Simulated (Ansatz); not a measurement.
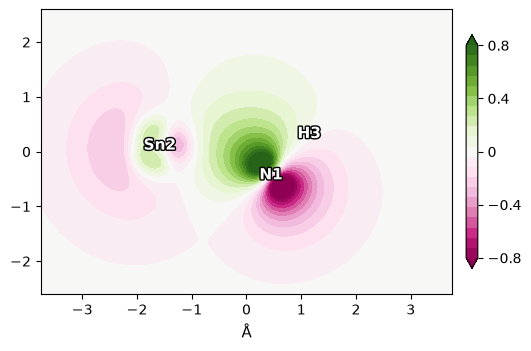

Figure 1: HNSn (SMILES [NH]=[Sn]) (triplet). The HOMO−1 (α) on the molecular plane (values in Å⁻³ᐟ²; the overall sign is arbitrary).

Geometry: r2SCAN-D4/def2-TZVP; core potentials replace the inner electrons of Sn.

These are results of isolated molecule in a Gaussian basis; Kohn-Sham density functional theory, functional PBE0 in Ansatz 0.2.0, not measurements.

```yaml
atoms:
  - { symbol: N, position_ang: [-2.2641, 0.3871, -0.2643] }
  - { symbol: Sn, position_ang: [-0.7116, 1.5632, 0.5302] }
  - { symbol: H, position_ang: [-3.2252, 0.6083, 0.0210] }
```

**What is the character of this orbital?**

By Hirshfeld shares it lies mainly on N1 (about 60 %) and Sn2 (about 35 %); it is symmetric in the molecular plane (an in-plane orbital: σ, lone-pair or in-plane π type). Its energy is −7.57 eV.
